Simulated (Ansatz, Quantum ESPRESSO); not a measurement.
# Sn (I4_1/amd): electron–phonon coupling with Quantum ESPRESSO, part 2 of 3

Each step names its level of theory.

So far. Step 2 (Relaxing tightly for phonons): The largest force is now zero by symmetry and the largest stress component 0.0016 GPa. Step 3 (Ground state with pw.x): With these potentials, mesh and smearing the cell is at -1.7 GPa, so it is not at its own rest, or the cutoff leaves a Pulay stress. The relaxed cell has a = 5.972, c = 3.188 Å (conventional setting).

## Step 5: Deformation potentials: PseudoDojo files, cutoff 979.61 eV, Fermi–Dirac smearing of 0.1 eV

The exported deformation potentials allow the same Gaussian double-delta sums that other programs print.

This step: DFT PBE, scalar-relativistic, plane waves, PseudoDojo norm-conserving pseudopotentials (Ansatz 0.2.0).

input.yaml reads:

```yaml
crystal:
  lattice:
    - [-2.9857666798, 2.9857666798, 1.5941619252]
    - [2.9857666798, -2.9857666798, 1.5941619252]
    - [2.9857666798, 2.9857666798, -1.5941619252]
  atoms:
    - { symbol: Sn, position: [0.75, 0.25, 0.5] }
    - { symbol: Sn, position: [0.0, 0.0, 0.0] }
kpoints:
  mp_grid: { grid: [8, 8, 8] }
hamiltonian:
  xc: pbe
  pseudopotentials: { kind: nc, accuracy: standard }
scf:
  occupations: { method: fermi_dirac, width: 0.1 }
  n_extra_bands: 14
output:
  eigenvalues: true
basis:
  ecutwfc: 979.61
phonons:
  method: dfpt
  qmesh: [2, 2, 2]
  temperatures: { t_max: 1000, t_step: 50 }
  qpath:
    path:
      - [[0.0, 0.0, 0.0], [0.0, 0.0, 0.5], [-0.5, 0.5, 0.5], [0.0, 0.0, 0.0], [0.32126776, 0.32126776, -0.32126776]]
      - [[-0.32126776, 0.67873224, 0.32126776], [-0.5, 0.5, 0.5]]
      - [[0.0, 0.0, 0.5], [0.25, 0.25, 0.25], [0.0, 0.5, 0.0], [0.0, 0.0, 0.0]]
    npoints: 10
  electron_phonon_deformation_potentials: { window_half_width: 2.5 }
```

On the command line:

```console
$ ansatz run input.yaml --threads 4 --pin off --max-ram 8192MiB --backend cpu --events-out ev --progress --plain --runs-dir out
```

Numbers of over 12 decimals in the logs are rounded to 6 here.

What it wrote:

```text
[...]
Crystal: 2 atoms, lattice volume = 56.847 Å³
Basis set: ecut = 979.61 eV, 3933 PW (Γ), exchange–correlation on 96×96×96 points (8 copies of the dense FFT grid, shifted against one another)
Bands: 28, of which v1, the nominal top of the filled ones, is band 14 counted from 1 (13 counted from 0)
Symmetry: 16 space group operations
k-points: 59 of 512
[...]
SCF iter   1: F=—  HF=-4290.472660 eV  |F-HF|=—  |Δ(HF+E_count)|=         —  Δρ=1.32e-2  dr2=1.01e-1  ethr=3.10e-3  ⟨swp⟩=4.7  Hψ=7081  notcnv=0  defer=156
[...]
SCF iter   9: F=-4290.458020 eV  HF=-4290.458020 eV  |F-HF|=0.00e0  |Δ(HF+E_count)|=  2.18e-11  Δρ=6.11e-8  dr2=1.68e-12  ethr=1.00e-12  ⟨swp⟩=12.3  Hψ=9164  notcnv=0
SCF 1 converged in 9 iterations: F = -4290.458020 eV  dr2 = 1.68e-12
NSCF: frozen V_eff on 59 k-points
WARN: eigensolver did not converge in 3 slots of this pass, the one above among them; of largest residual over every band (k=5): 1 band(s) unlocked (lowest unlocked band 27, counted from 0; max residual 4.77e-4 eV among the unlocked bands, 4.77e-4 eV over every band); of lowest unlocked band (k=5): band 27
[...]
DFPT response loops at q = (0, 0, 0) (fractional): preconditioner auto → Kerker (q_TF=auto, 2.425 Å⁻¹) (partly filled bands, converged f_vac=0.000); β = 1.00, the filter's whole step (`scf.mixing.beta` (0.50) is not read by the response loops under this deck's `scf.mixing.preconditioner`; to damp them name `kerker` or `kerker_dos`, under which they read `scf.mixing.beta`, and type it under 1.00, their step now; both keys bind the ground state too); Anderson in place of MSR1; while a model of the screening serves, it and β = 1 on shorter waves in the place of filter and β
[...]
SCF converged after 9 iterations
Free energy (F): -4290.458020 eV
[...]
Internal energy: -4290.416143 eV  (E = F + TS)
E sigma→0 (E₀):  -4290.437082 eV
Entropy (-TS):   -0.041877 eV (-20.938 meV/atom)
Fermi energy:    10.309189 eV
[...]
--- Band table (eV; the first three rows and the last of 59) ---
  k-point 0: bands = [... 10 lower, -0.4481, 6.3883, 8.4237, 8.4237, 13.3286, 16.1782, 16.1782, 17.1762, ... 10 higher]
  k-point 1: bands = [... 10 lower, -0.3152, 5.5489, 8.5816, 9.0289, 13.9352, 15.1714, 15.4671, 17.1254, ... 10 higher]
  k-point 2: bands = [... 10 lower, 0.0832, 4.1544, 9.0505, 9.8822, 13.6188, 14.1410, 15.5902, 16.8054, ... 10 higher]
  k-point 58: bands = [... 10 lower, 2.8336, 2.8336, 5.7879, 5.7879, 15.5934, 15.5934, 19.0266, 19.0266, ... 10 higher]
--- Phonons (Γ-DFPT): 2 representative perturbations + reference (Σ response iterations 10) ---
  ASR residual: 1.089e-5 → 0.000e0 eV/Å²; symmetrization residual: 9.948e-14 eV/Å²
  ASR residual per site (eV/Å²): 1.09e-5 1.09e-5
  Γ frequencies (cm⁻¹): 0.00 0.00 0.00 35.54 115.39 115.39
--- Phonons (arbitrary-q DFPT): 4 irreducible q on the 2×2×2 mesh ---
  q = [0.0000, 0.0000, 0.0000] (star 1, of the zone-centre solve; hermiticity 3.91e-14, symmetrization 3.47e-14): -0.00 -0.00 0.00 35.54 115.39 115.39
  q = [0.0000, 0.0000, -0.5000] (star 2, 2 solved perturbations in 245 linear systems a pass and spin channel, the states on 95 of 512 k-point pairs; hermiticity 8.25e-10, symmetrization 1.45e-12): 23.70 23.70 93.16 93.16 97.13 97.13
[...]
sum rule: each row above includes the acoustic sum rule's correction from the zone centre's row sums; it moved no ω² by more than (0.16 cm⁻¹)²
  mesh force constants: q→R imaginary residual 1.35e-17; ASR residual 1.089e-5 → 0.000e0 eV/Å²; symmetrization residual 2.665e-15 eV/Å²
  interpolated dispersion: 83 rows × 6 modes
  density of states and harmonic sums: on the 22×22×16 q-mesh, interpolated from the force constants of a 2×2×2 supercell (no non-analytic term)
  largest difference from the sums on the solved wave vectors: F 6.10e-2 eV, S 8.55e-5 and C_V 2.45e-5 eV/K
  zero-point energy: 0.027161 eV/cell   skipped modes (ω ≤ 0): 194, of them read as no rigid motion or as one in doubt: 191 (9.039e-2 modes/cell left out, lowest -24.47 cm⁻¹)   left out of the sums: 1.51e-2 of the cell's modes: C_V's classical limit lies that fraction below 3 k_B per atom; for a crystal, a wire or a layer, F and S can be off by more, and a phonons.interpolated_qmesh denser along its periods is the remedy for the sampling
Electron–phonon deformation potentials of 4 wavevectors written to <dir>
```

The job ended after 2.6 min (4 threads of Intel Xeon at 2.70GHz, shared host; peak memory 3.5 GiB).

Numbers from this step:

```yaml
share_of_imaginary_modes_in_the_plain_interpolation_between_solved_wavevectors: 0.0149
highest_frequency_solved_or_plainly_interpolated: 121.5 cm⁻¹
```

Allen's double-delta sum on the run's k mesh, delta = exp(-(x/sigma)^2)/(sigma sqrt(pi)); at the zone centre the sum is no linewidth. Double-delta sums:

```
  q1    q2    q3  star  mode  omega (meV)  lambda_q, sigma 0.05 eV  lambda_q, sigma 0.1 eV  lambda_q, sigma 0.2 eV  lambda_q, sigma 0.3 eV  lambda_q, sigma 0.4 eV  half width at sigma 0.2 (meV)  <D²> at sigma 0.2 ((eV/Å)²)  nesting at sigma 0.2 (1/eV²)
   0     0     0     1     1     -1.62e-7                        -                       -                       -                       -                       -                        5.43e-7                      7.02e-6                         1.398
   0     0     0     1     2     -6.69e-8                        -                       -                       -                       -                       -                        5.43e-7                      7.02e-6                         1.398
   0     0     0     1     3      1.38e-7                        -                       -                       -                       -                       -                        5.43e-7                      7.02e-6                         1.398
   0     0     0     1     4        4.407                    13.36                    3.66                   1.715                   1.216                  0.9738                        0.07104                       0.9189                         1.398
   0     0     0     1     5        14.31                     1.27                  0.3251                   0.212                  0.1689                  0.1409                        0.09254                        1.197                         1.398
   0     0     0     1     6        14.31                     1.27                  0.3251                   0.212                  0.1689                  0.1409                        0.09254                        1.197                         1.398
   0     0  -0.5     2     1        2.938                  1.36e-5                  0.1049                   0.355                    0.32                  0.2614                       0.006537                       0.3055                        0.3869
   0     0  -0.5     2     2        2.938                  1.36e-5                  0.1049                   0.355                    0.32                  0.2614                       0.006537                       0.3055                        0.3869
   0     0  -0.5     2     3        11.55                  0.02143                  0.0725                 0.09621                 0.09875                   0.107                        0.02737                        1.279                        0.3869
   0     0  -0.5     2     4        11.55                  0.02143                  0.0725                 0.09621                 0.09875                   0.107                        0.02737                        1.279                        0.3869
   0     0  -0.5     2     5        12.04                  7.62e-7                0.007364                 0.02497                 0.02783                 0.03043                       0.007723                       0.3609                        0.3869
   0     0  -0.5     2     6        12.04                  7.62e-7                0.007364                 0.02497                 0.02783                 0.03043                       0.007723                       0.3609                        0.3869
   0  -0.5     0     4     1        3.771                  0.04998                  0.1134                  0.1306                  0.1664                  0.2284                       0.003961                       0.1927                        0.3718
   0  -0.5     0     4     2        7.779                    6.081                   1.312                  0.5219                  0.3852                  0.3361                        0.06736                        3.276                        0.3718
   0  -0.5     0     4     3        7.931                    3.166                  0.6961                   0.253                  0.2116                  0.2205                        0.03394                         1.65                        0.3718
   0  -0.5     0     4     4        12.61                   0.2408                  0.1245                   0.126                  0.1306                  0.1482                        0.04273                        2.078                        0.3718
   0  -0.5     0     4     5        13.22                   0.3945                  0.1074                  0.1071                  0.1071                  0.1101                         0.0399                        1.941                        0.3718
   0  -0.5     0     4     6        14.51                 0.002236                0.004737                 0.02885                 0.05024                 0.07015                        0.01296                       0.6302                        0.3718
-0.5  -0.5  -0.5     1     1        2.508                 1.40e-12                 1.50e-4                 0.04767                  0.1338                  0.2041                        6.40e-4                      0.01497                        0.7724
-0.5  -0.5  -0.5     1     2        2.508                 1.40e-12                 1.50e-4                 0.04767                  0.1338                  0.2041                        6.40e-4                      0.01497                        0.7724
-0.5  -0.5  -0.5     1     3        4.676                  0.01225                  0.1252                 0.08793                  0.1772                  0.2453                       0.004101                      0.09598                        0.7724
-0.5  -0.5  -0.5     1     4        4.676                  0.01225                  0.1252                 0.08793                  0.1772                  0.2453                       0.004101                      0.09598                        0.7724
-0.5  -0.5  -0.5     1     5        14.24                     1.35                  0.5014                  0.4432                  0.3865                  0.3183                         0.1917                        4.488                        0.7724
-0.5  -0.5  -0.5     1     6        14.24                     1.35                  0.5014                  0.4432                  0.3865                  0.3183                         0.1917                        4.488                        0.7724
```

Mean over the q mesh without its centre; few wavevectors enter, so none of the widths can be taken as converged. Table of coupling constant λ, lambda by Gaussian width:

```csv
Gaussian width (eV),"coupling constant λ, lambda"
0.050,6.08
0.100,1.63
0.200,1.10
0.300,1.05
0.400,1.08
```

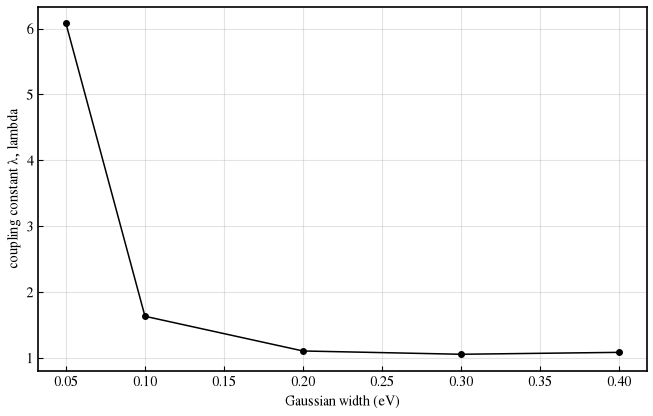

Coupling constant λ, lambda, plotted against Gaussian width.

Among the solved wavevectors the lowest mode, translations apart, is 20.2 cm⁻¹, so these are real on this k mesh.

[end of part 2 of 3]

[Logs are printed without paths, hosts, clocks, repeated set-up lines and the standing remarks that a program may print on its own settings, such as how far it seeks lower states.]

[Hosts, paths, dates, database ids (printed as entryN), source tags and the programs' standing remarks are cut or masked in the printed files.]
